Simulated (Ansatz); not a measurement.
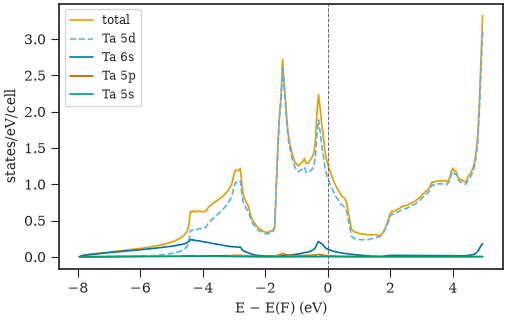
*Total and projected density of states of Ta (bcc (W type), Im-3m), the program Ansatz at the PBE+D3(BJ) level (PAW)*

Which orbitals carry the states next to the Fermi level?

Within 0.5 eV of the Fermi level: Ta 5d 85 %, Ta 6s 8 %, outside the projected shells 5 %. Projections are on Löwdin-orthogonalised atomic valence shells; empty p or d shells of many metals are not among them.

Where is the tallest occupied peak in this window, and what makes it?

Near -1.4 eV, about 2.7 states/eV per cell; the largest projected share is Ta 5d.

Symmetry was held in the PBE+D3(BJ) relaxation. The run is not spin-polarised. The pairwise dispersion correction was not fitted to metals. Spin–orbit coupling is left out wherever it is not named.

Potentials: the later of the program's two PAW sets.
